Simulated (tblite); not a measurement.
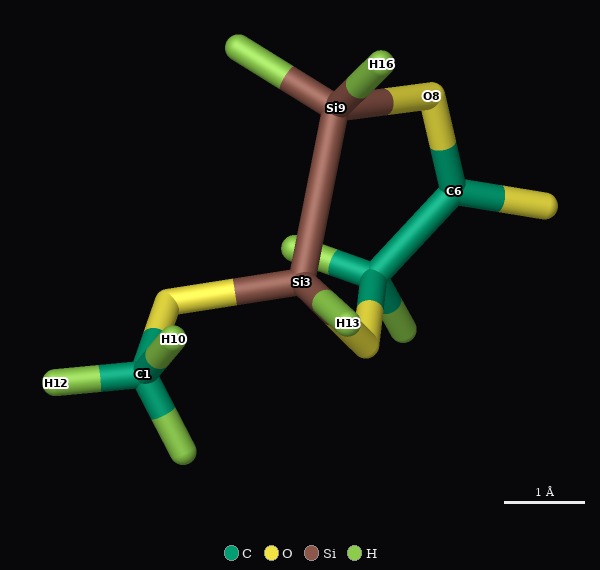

Figure 1. The input geometry (stick view, seen at a tilt; atoms are numbered from 1 in the order of the input).

Run report: C3H8O4Si2, geometry relaxation (part 1 of 2)

- system: C3H8O4Si2
- method: GFN2-xTB geometry optimisation, gas phase (tblite 0.8.0)

It belongs to a series of runs on one base structure; here: ring closed by a new Si-Si bond.

**Input file**
```
{"job": {"kind": "relax", "xc": "GFN2-xTB", "basis": "xTB"}, "charge": 0, "multiplicity": 1}
C      2.965700     0.191500    -0.162900
O      1.857600     0.134900     0.711200
Si     0.437100     0.177600    -0.212200
O     -0.359100    -1.356300    -0.296400
C     -1.313200    -1.477400     0.731600
C     -2.533200    -0.672400     0.527600
O     -3.553500    -1.272500     0.057300
O     -2.588700     0.708700     0.841100
Si    -1.057300     1.533100     0.755500
H      2.868200     1.124400    -0.768600
H      2.943700    -0.716300    -0.805400
H      3.900300     0.267300     0.425000
H      0.751600     0.552900    -1.569400
H     -0.862000    -1.364200     1.743800
H     -1.628200    -2.544300     0.687500
H     -1.230600     2.735700    -0.104000
H     -0.605500     1.989500     2.077800
```

The first line tells a small driver script what to run in tblite; the rest is the geometry in Å.

Run as:
```bash
OMP_NUM_THREADS=1 python <driver script> task.json out
```

**The program's output**
```
step      E/eV     max force
  0    -824.95479    5.249
  1    -825.36136    6.273
  2    -825.64048    1.274
  3    -825.73237    1.022
  4    -825.90002    0.710
  5    -825.95693    0.506
  6    -826.03629    0.606
  7    -826.09348    0.654
  8    -826.14862    0.549
  9    -826.18498    0.450
 10    -826.21337    0.338
 11    -826.23095    0.354
 12    -826.25075    0.417
 13    -826.27276    0.365
 14    -826.29173    0.390
 15    -826.30532    0.318
 16    -826.31584    0.244
 17    -826.32529    0.216
 18    -826.33275    0.185
 19    -826.33758    0.174
 20    -826.34122    0.133
 21    -826.34486    0.138
 22    -826.34897    0.180
 23    -826.35347    0.191
 24    -826.35750    0.136
 25    -826.36065    0.124
 26    -826.36309    0.135
 27    -826.36515    0.103
 28    -826.36701    0.095
 29    -826.36867    0.088
 30    -826.37020    0.112
 31    -826.37165    0.099
 32    -826.37281    0.063
 33    -826.37353    0.049
 34    -826.37401    0.058
 35    -826.37450    0.079
 36    -826.37519    0.085
 37    -826.37603    0.066
 38    -826.37677    0.054
 39    -826.37727    0.049
 40    -826.37764    0.052
 41    -826.37806    0.054
 42    -826.37853    0.048
 43    -826.37893    0.044
 44    -826.37921    0.039
 45    -826.37946    0.037
 46    -826.37975    0.037
 47    -826.38004    0.037
 48    -826.38027    0.030
 49    -826.38042    0.034
 50    -826.38054    0.022
 51    -826.38068    0.029
 52    -826.38083    0.031
 53    -826.38098    0.033
 54    -826.38113    0.035
 55    -826.38134    0.054
 56    -826.38162    0.061
 57    -826.38195    0.047
 58    -826.38225    0.047
 59    -826.38251    0.038
 60    -826.38280    0.048
 61    -826.38321    0.058
 62    -826.38376    0.061
 63    -826.38432    0.063
 64    -826.38485    0.063
 65    -826.38546    0.073
 66    -826.38607    0.108
 67    -826.38694    0.084
 68    -826.38795    0.074
 69    -826.38943    0.086
 70    -826.39030    0.081
 71    -826.39183    0.092
 72    -826.39311    0.083
 73    -826.39343    0.151
 74    -826.39512    0.106
 75    -826.39620    0.102
 76    -826.39970    0.098
 77    -826.40035    0.080
 78    -826.40135    0.052
 79    -826.40166    0.040
 80    -826.40196    0.057
 81    -826.40217    0.055
 82    -826.40240    0.034
 83    -826.40261    0.024
 84    -826.40271    0.024
 85    -826.40281    0.023
 86    -826.40290    0.024
 87    -826.40300    0.019
 88    -826.40307    0.021
 89    -826.40313    0.023
 90    -826.40320    0.025
 91    -826.40331    0.028
 92    -826.40349    0.034
 93    -826.40378    0.057
 94    -826.40420    0.080
 95    -826.40484    0.099
 96    -826.40561    0.090
 97    -826.40676    0.066
 98    -826.40731    0.048
 99    -826.40767    0.042
100    -826.40789    0.038
101    -826.40812    0.030
102    -826.40848    0.029
103    -826.40878    0.032
104    -826.40914    0.041
105    -826.40935    0.034
106    -826.40960    0.051
107    -826.40987    0.046
108    -826.41034    0.044
109    -826.41046    0.025
110    -826.41066    0.031
111    -826.41078    0.029
112    -826.41112    0.042
113    -826.41148    0.048
114    -826.41187    0.042
115    -826.41213    0.030
116    -826.41227    0.027
117    -826.41237    0.028
118    -826.41249    0.022
119    -826.41261    0.020
120    -826.41269    0.023
121    -826.41279    0.023
122    -826.41295    0.037
123    -826.41311    0.044
124    -826.41328    0.033
125    -826.41341    0.019
126    -826.41351    0.019
127    -826.41360    0.021
128    -826.41370    0.035
129    -826.41380    0.023
130    -826.41391    0.022
131    -826.41399    0.019
132    -826.41408    0.015
133    -826.41414    0.017
134    -826.41420    0.014
135    -826.41423    0.012
136    -826.41425    0.009
```

**Trajectory as extended XYZ (Å, eV, eV/Å), 13 of the 137 frames kept, from step=0 to step=136**
```
17
Properties=species:S:1:pos:R:3:forces:R:3 step=0 energy=-824.95479
C     2.9657    0.1915   -0.1629    0.4470   0.2700  -0.0240
O     1.8576    0.1349    0.7112   -1.1820   0.0250  -1.4390
Si    0.4371    0.1776   -0.2122    0.1270  -1.6570   0.7880
O    -0.3591   -1.3563   -0.2964    0.8220   2.0680   0.4920
C    -1.3132   -1.4774    0.7316    0.9020  -1.7220   0.5290
C    -2.5332   -0.6724    0.5276   -5.0210  -0.0070  -1.5300
O    -3.5535   -1.2725    0.0573    3.6380   2.9580   1.9550
O    -2.5887    0.7087    0.8411    2.0790  -2.2990  -0.8910
Si   -1.0573    1.5331    0.7555   -1.0800   0.6130   0.3380
H     2.8682    1.1244   -0.7686    0.3750  -0.7970   0.1820
H     2.9437   -0.7163   -0.8054    0.4240   0.7420   0.3020
H     3.9003    0.2673    0.4250   -0.5150  -0.2630  -0.2200
H     0.7516    0.5529   -1.5694    0.0010  -0.2880  -0.3830
H    -0.8620   -1.3642    1.7438   -0.1570   0.3930  -0.4290
H    -1.6282   -2.5443    0.6875   -0.0680   0.3960  -0.0480
H    -1.2306    2.7357   -0.1040   -0.3420  -0.3490   0.3060
H    -0.6055    1.9895    2.0778   -0.4490  -0.0830   0.0710
17
Properties=species:S:1:pos:R:3:forces:R:3 step=11 energy=-826.23095
C     3.0435    0.1932   -0.1880    0.0680   0.0240   0.0740
O     1.8518    0.1344    0.5346   -0.1380  -0.0370  -0.1490
Si    0.4328    0.1874   -0.2507   -0.1600   0.2870  -0.1320
O    -0.3341   -1.2523   -0.1995    0.0070  -0.0260   0.1110
C    -1.3262   -1.5565    0.7422    0.0530   0.0080   0.0940
C    -2.5447   -0.6547    0.5155   -0.1080  -0.0700  -0.0670
O    -3.6145   -1.0567    0.1539    0.1410   0.0340   0.1150
O    -2.3237    0.6323    0.7451   -0.1060  -0.0170   0.0150
Si   -0.9956    1.6385    0.7929   -0.0800  -0.1820  -0.0360
H     3.0430    1.0908   -0.8061    0.2030   0.0230  -0.0120
H     3.1335   -0.6772   -0.8376    0.1510  -0.0110   0.0340
H     3.8473    0.2255    0.5372    0.2650  -0.0100  -0.0250
H     0.6452    0.3531   -1.6964   -0.1190  -0.1510   0.1190
H    -0.9660   -1.3567    1.7609    0.0060  -0.0770  -0.0020
H    -1.5694   -2.6243    0.6518   -0.1370   0.2820  -0.1060
H    -1.4781    2.7506   -0.0398    0.0410  -0.0430   0.2150
H    -0.8519    1.9848    2.2236   -0.0850  -0.0350  -0.2460
17
Properties=species:S:1:pos:R:3:forces:R:3 step=23 energy=-826.35347
C     3.1625    0.2065   -0.1990   -0.0310   0.0180  -0.0190
O     1.8887    0.1955    0.3748   -0.0020   0.0250   0.0310
Si    0.4205    0.2197   -0.3107   -0.0020   0.0460   0.0280
O    -0.3080   -1.2256   -0.0960    0.0790  -0.0250  -0.0880
C    -1.3597   -1.5352    0.7612    0.0740  -0.0570  -0.0090
C    -2.5807   -0.6488    0.5441    0.0110   0.0600  -0.0670
O    -3.6505   -1.0956    0.2422   -0.0900   0.0470   0.0660
O    -2.3803    0.6454    0.7121   -0.0380   0.0730  -0.0490
Si   -1.0364    1.6279    0.7714   -0.0100   0.0410   0.0300
H     3.2816    1.0967   -0.8195    0.0710   0.0260   0.0320
H     3.3175   -0.6725   -0.8281   -0.0230  -0.0140   0.0500
H     3.8994    0.2114    0.6065   -0.0480   0.0240  -0.0540
H     0.5063    0.2291   -1.7691   -0.0140   0.0440  -0.0700
H    -1.0322   -1.4284    1.7993   -0.0650  -0.0070   0.1790
H    -1.6557   -2.5670    0.5727   -0.0110  -0.1450  -0.0040
H    -1.5470    2.8111    0.0710    0.0490  -0.0910   0.0200
H    -0.9332    1.9418    2.2067    0.0500  -0.0650  -0.0750
17
Properties=species:S:1:pos:R:3:forces:R:3 step=34 energy=-826.37401
C     3.1800    0.2269   -0.1988   -0.0190   0.0010   0.0000
O     1.8899    0.2755    0.3327   -0.0070   0.0210   0.0220
Si    0.4177    0.2158   -0.3345    0.0080   0.0120   0.0070
O    -0.2765   -1.2378   -0.0460    0.0100  -0.0020  -0.0140
C    -1.3746   -1.5428    0.7594    0.0240  -0.0070  -0.0070
C    -2.5968   -0.6450    0.5404    0.0450  -0.0020  -0.0020
O    -3.6894   -1.0912    0.3271    0.0490   0.0140   0.0280
O    -2.3816    0.6536    0.6418   -0.0190   0.0120  -0.0150
Si   -1.0228    1.6122    0.7563   -0.0320  -0.0160  -0.0090
H     3.3643    1.1068   -0.8194   -0.0050  -0.0160  -0.0160
H     3.3217   -0.6706   -0.8030   -0.0090   0.0080  -0.0040
H     3.8902    0.2196    0.6293   -0.0290  -0.0070   0.0020
H     0.4592    0.2460   -1.7993    0.0060  -0.0480   0.0140
H    -1.1041   -1.4525    1.8219   -0.0110  -0.0050  -0.0100
H    -1.6650   -2.5774    0.5539   -0.0150   0.0090  -0.0130
H    -1.5277    2.8027    0.0832    0.0050   0.0430  -0.0070
H    -0.8915    1.8703    2.1947   -0.0020  -0.0170   0.0260
17
Properties=species:S:1:pos:R:3:forces:R:3 step=45 energy=-826.37946
C     3.1691    0.2349   -0.1971    0.0120   0.0030   0.0170
O     1.8815    0.3363    0.3298    0.0010   0.0340   0.0150
Si    0.4163    0.2221   -0.3410   -0.0020  -0.0020  -0.0190
O    -0.2502   -1.2383   -0.0254   -0.0210   0.0040  -0.0080
C    -1.3666   -1.5411    0.7516   -0.0010  -0.0030   0.0060
C    -2.5863   -0.6387    0.5401    0.0000  -0.0160   0.0180
O    -3.6841   -1.0953    0.3796    0.0170   0.0190  -0.0050
O    -2.3795    0.6643    0.5962    0.0060  -0.0210  -0.0020
Si   -1.0216    1.6185    0.7474   -0.0230  -0.0020   0.0040
H     3.3826    1.1004   -0.8283   -0.0010  -0.0210  -0.0300
H     3.2857   -0.6758   -0.7859   -0.0090   0.0060  -0.0120
H     3.8723    0.2193    0.6350    0.0260  -0.0120   0.0200
H     0.4590    0.1911   -1.8045    0.0170   0.0110  -0.0160
H    -1.1124   -1.4742    1.8201   -0.0190  -0.0090  -0.0030
H    -1.6684   -2.5679    0.5223    0.0030   0.0040   0.0090
H    -1.5103    2.8329    0.1024    0.0020  -0.0050   0.0170
H    -0.8941    1.8235    2.1973   -0.0070   0.0120  -0.0110
17
Properties=species:S:1:pos:R:3:forces:R:3 step=57 energy=-826.38195
C     3.1639    0.2333   -0.1966   -0.0070  -0.0070   0.0050
O     1.8802    0.4032    0.3296    0.0200   0.0050  -0.0070
Si    0.4188    0.2327   -0.3436    0.0030   0.0140   0.0350
O    -0.2483   -1.2309   -0.0321    0.0120  -0.0070   0.0010
C    -1.3619   -1.5441    0.7464   -0.0010   0.0170  -0.0020
C    -2.5836   -0.6447    0.5419   -0.0150   0.0040   0.0250
O    -3.6817   -1.1032    0.3909   -0.0110   0.0010  -0.0160
O    -2.3799    0.6585    0.5964    0.0010   0.0020  -0.0120
Si   -1.0268    1.6189    0.7472   -0.0180   0.0240   0.0350
H     3.4060    1.0743   -0.8521    0.0020  -0.0470   0.0060
H     3.2387   -0.6950   -0.7649    0.0030   0.0210   0.0070
H     3.8731    0.2087    0.6317   -0.0230  -0.0020  -0.0050
H     0.4958    0.1851   -1.8043   -0.0230   0.0050  -0.0260
H    -1.1128   -1.4815    1.8161    0.0200  -0.0080  -0.0040
H    -1.6645   -2.5702    0.5142    0.0330   0.0060  -0.0090
H    -1.5184    2.8412    0.1199   -0.0030  -0.0190  -0.0090
H    -0.9057    1.8259    2.1987    0.0070  -0.0090  -0.0230
```
